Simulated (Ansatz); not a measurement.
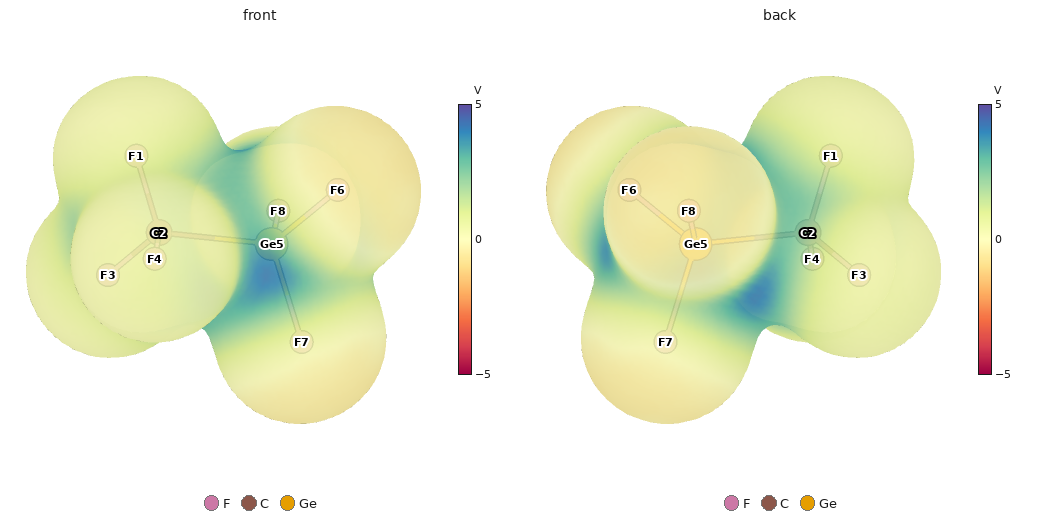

Figure. CF₆Ge (SMILES F[C](F)(F)[Ge]([F])([F])[F]). The molecular electrostatic potential painted on the density surface at 0.004 e/bohr³, seen from the front and from behind; the colour scale runs from red (negative) to blue (positive).

Geometry: PBE0-D4/def2-TZVP.

Computed with Ansatz 0.2.0, RKS PBE0-D4/def2-TZVPP.

```xyz
8

F     0.8016   -1.0346    1.4737
C     0.7934   -0.6895    0.1880
F     0.6428   -1.7923   -0.5425
F     1.9717   -0.1458   -0.1091
Ge   -0.6889    0.6041   -0.1816
F    -0.5118    2.0207    0.7461
F    -0.7126    1.0566   -1.8227
F    -2.2040   -0.0764    0.1923
```

### Which sites attract a positive test charge, and which a negative one?

A positive charge is drawn to the negative regions and a negative charge to the positive ones. The most negative region (about −0.5 V) lies over F6, F7 and F8, the most positive (about +4.0 V) over Ge5.
